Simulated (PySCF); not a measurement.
```xyz
2

Ga    0.0000    0.0000   -0.3868
F     0.0000    0.0000    1.4032
```

Method: PBE0/cc-pVTZ(-PP), non-relativistic Hamiltonian with scalar-relativistic core potentials where named, at a bond length of 1.790 Å in PySCF.

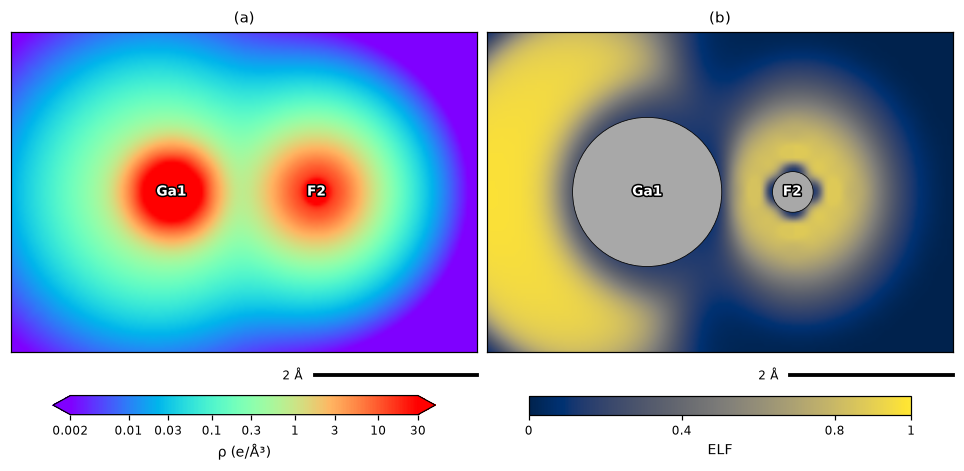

GaF. (a) electron density; (b) electron localisation function on a plane that holds the molecular axis. Grey discs cover the atomic cores in the ELF map.

What do the fields say about this system?

Answer.
- The plane passes through Ga and F nuclei.
- Ga–F (1.79 Å): the density is about 0.81 e/Å³ at the midpoint; the ELF peaks at about 0.85 in the valence shell of F, 0.5 Å from its nucleus, and is about 0.15 at the midpoint.
- The ELF also peaks beside F2, away from the bonds: lone-pair regions.
